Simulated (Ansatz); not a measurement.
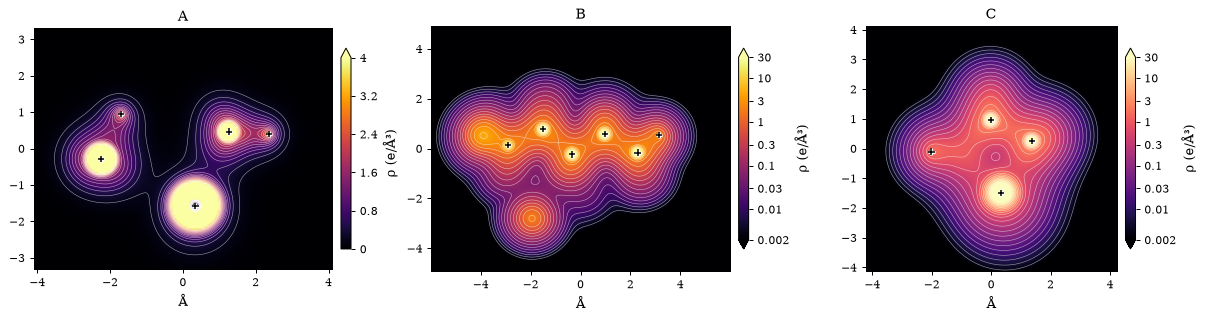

The total electron density of 3 systems, each on a plane through atoms (crosses mark nuclei in the plane).

The calculation used Ansatz, isolated molecule in a Gaussian basis; Kohn-Sham density functional theory, functional PBE0.

System 1: C$_{8}$H$_{9}$F$_{5}$O$_{2}$ (SMILES C[C@]1(CC(F)F)C[C@H](F)OC(=O)C1(F)F), the plane of atoms C3, C2 and C8. Geometry: PBE-D3(BJ)/def2-SVP.

```xyz
24

C     0.2261   -1.5273   -1.8873
C     1.0237   -0.9162   -0.7178
C     1.0781   -1.8621    0.5060
C    -0.2239   -2.2273    1.1949
C     0.5290    0.4960   -0.3324
C     0.6486    1.5140   -1.4538
C     2.6398    0.3660   -2.3025
C     2.4751   -0.7040   -1.1890
F    -1.0875   -2.8791    0.3533
F    -0.8768   -1.1108    1.6648
F    -0.3567    1.3233   -2.3849
F     3.0278   -1.8652   -1.6243
F     3.2556   -0.2524   -0.1373
O     1.8820    1.4968   -2.1600
O     3.4613    0.2776   -3.1749
H     0.3321   -0.9315   -2.8138
H    -0.8490   -1.5719   -1.6400
H     0.5777   -2.5554   -2.0952
H     1.7388   -1.4201    1.2791
H     1.5588   -2.8121    0.1947
H    -0.0403   -2.8952    2.0682
H    -0.5276    0.4691   -0.0096
H     1.1208    0.8650    0.5293
H     0.5497    2.5533   -1.0762
```

System 2: C$_{3}$H$_{7}$Ge (SMILES C1[CH2][GeH][CH2]1) (doublet), the plane of atoms C2, C1 and Ge4. Geometry: B3LYP-D3(BJ)/def2-SVP.

```xyz
11

C    -0.1650   -2.0186    0.9961
C     0.6627   -0.7055    0.9348
C    -0.3681    0.3815    0.5236
Ge   -1.4632   -1.1226   -0.2698
H    -0.6231   -2.1763    1.9839
H     0.3469   -2.9387    0.6821
H     1.1782   -0.4745    1.8861
H     1.4379   -0.7930    0.1569
H    -0.0021    1.1854   -0.1299
H    -0.8770    0.8231    1.3933
H    -1.0379   -1.3803   -1.7610
```

System 3: CH$_{5}$FSSn (SMILES [CH3][Sn-]([F])[SH2+]), the plane of atoms Sn4, S3 and H9. Geometry: PBE-D3(BJ)/def2-SVP; core potentials replace the inner electrons of Sn.

```xyz
9

C    -0.7342   -1.3738   -1.8656
F     2.0700   -0.9530   -0.5997
S     0.6865    1.6032   -0.4572
Sn    0.1506   -1.1683    0.1732
H    -1.0000   -2.4345   -2.0584
H     0.0212   -1.0606   -2.6146
H    -1.6547   -0.7639   -1.9784
H     1.7030    0.6426   -0.6934
H     0.1932    1.4665   -1.7206
```

Match each panel to its system.

Panel A is system 3, CH$_{5}$FSSn: the plane holds C, S, Sn and H. C–Sn (2.23 Å): the density is about 0.62 e/Å³ at the midpoint. Panel B is system 1, C$_{8}$H$_{9}$F$_{5}$O$_{2}$: the plane holds C and H. C–C (1.52 Å): ρ at the midpoint is about 1.7 e/Å³. Panel C is system 2, C$_{3}$H$_{7}$Ge: the plane holds C, Ge and H. C–C (1.55 Å): ρ is about 1.6 e/Å³ halfway.
